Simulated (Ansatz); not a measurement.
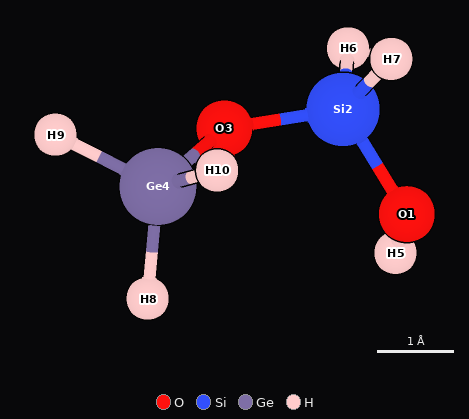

**Figure 1.** The structure as given in the input (ball-and-stick view, seen at a tilt; atoms are numbered from 1 in the order of the input). Sticks mark near contacts. Bond lengths as drawn: Ge–H 1.53 to 1.54 Å, Ge–O 1.78 Å, H–O 0.96 Å, H–Si 1.48 Å and O–Si 1.63 to 1.64 Å.

## What a change does: single-point calculation on GeSiH6O2

System: GeSiH6O2.
Method of run A: RKS PBE0-D4/def2-TZVPP (Ansatz 0.2.0).

The geometry comes from this level: PBE0-D4/def2-TZVP. Text and figures count atoms from 1; the logs count them from 0 in places.

**Input, run A**
```yaml
crystal:
  periodic: [false, false, false]
  atoms:
    - {symbol: O, position_ang: [-0.957040, 0.534300, -1.837007]}
    - {symbol: Si, position_ang: [-0.269605, 1.230989, -0.516561]}
    - {symbol: O, position_ang: [-0.183595, 0.224079, 0.759396]}
    - {symbol: Ge, position_ang: [0.677685, -1.306086, 1.047303]}
    - {symbol: H, position_ang: [-1.897208, 0.352534, -1.805933]}
    - {symbol: H, position_ang: [-1.065332, 2.399374, -0.065179]}
    - {symbol: H, position_ang: [1.086134, 1.615816, -0.975918]}
    - {symbol: H, position_ang: [-0.234980, -2.455391, 0.594712]}
    - {symbol: H, position_ang: [0.937524, -1.358047, 2.557236]}
    - {symbol: H, position_ang: [1.989317, -1.288868, 0.244948]}
basis:
  gaussian: {orbitals: def2-TZVPP}
hamiltonian: {xc: pbe0, dispersion: d4}
output: {orbitals: {seedname: orbitals}}
```

Hardware: 4 CPU threads, shared host.

**Output (run A)**
```
Functional definition: PBE0
  parameter a = 0.25
  parameter kappa = 0.804
  parameter beta = 0.06672455060314922
  exchange = (1 - a)*pbe_x(kappa = kappa, mu = beta*pi^2/3) + a*exact_x
  correlation = pbe_c(beta = beta)
1348 factors; their error is unknown
mean field evaluation 1: about -68569.4094 eV, gradient 7.3e1 eV
mean field evaluation 2: about -68551.7077 eV, gradient 1.2e2 eV
mean field evaluation 4: about -68577.3577 eV, gradient 8.2e0 eV
mean field evaluation 8: about -68577.7583 eV, gradient 2.2e-1 eV
mean field -68577.75833995 eV, -2520.1861353189 hartree, gradient 5.7e-5 eV, S^2 0.000000; 0 other end points of the search recorded, 0 dependent functions left out
reference -68577.75837440 eV, -2520.1861365849 hartree; 34, 34 occupied and 202, 202 virtual orbitals, 1348 factors
Total energy: -68577.92721851 eV, -2520.1923414915 hartree
```

The input of run B differs as follows (lines with − go, lines with + come):
```diff
-  gaussian: {orbitals: def2-TZVPP}
+  gaussian: {orbitals: def2-SVP}
```

How does run B compare with run A?

The total energy of run B is 355.5 kcal/mol higher, which measures the change of basis and not a stability. The HOMO goes from −8.54 to −8.42 eV. The LUMO goes from 0.07 to 0.38 eV. The basis functions go from 236 to 108.

**Output (run B)**
```
Functional definition: PBE0
  parameter a = 0.25
  parameter kappa = 0.804
  parameter beta = 0.06672455060314922
  exchange = (1 - a)*pbe_x(kappa = kappa, mu = beta*pi^2/3) + a*exact_x
  correlation = pbe_c(beta = beta)
1044 factors; integrals over basis functions are off by at most 1.3e-3 eV
mean field evaluation 1: about -68555.5597 eV, gradient 6.4e1 eV
mean field evaluation 2: about -68543.3854 eV, gradient 1.0e2 eV
mean field evaluation 4: about -68562.2184 eV, gradient 5.8e0 eV
mean field evaluation 8: about -68562.3410 eV, gradient 2.2e-1 eV
mean field evaluation 16: about -68562.3410 eV, gradient 5.5e-5 eV
mean field -68562.34101342 eV, -2519.6195590194 hartree, gradient 5.5e-5 eV, S^2 0.000000; 0 other end points of the search recorded, 0 dependent functions left out
reference -68562.34104365 eV, -2519.6195601301 hartree; 34, 34 occupied and 74, 74 virtual orbitals, 1044 factors
Total energy: -68562.50988776 eV, -2519.6257650367 hartree
```

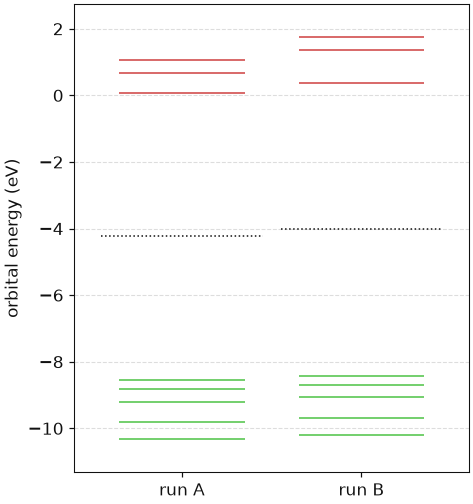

**Figure 2.** The five highest filled and three lowest empty orbital energies of the two runs; the dotted lines part filled from empty levels. The HOMO–LUMO gap is 8.61 eV in run A and 8.80 eV in run B.

**The two runs side by side**

```tsv
quantity	run A	run B
outcome	converged	converged
total energy (hartree)	−2520.192341	−2519.625765
HOMO (eV)	−8.54	−8.42
LUMO (eV)	0.07	0.38
basis functions	236	108
wall time (shared host)	2.5 s	1.1 s
```
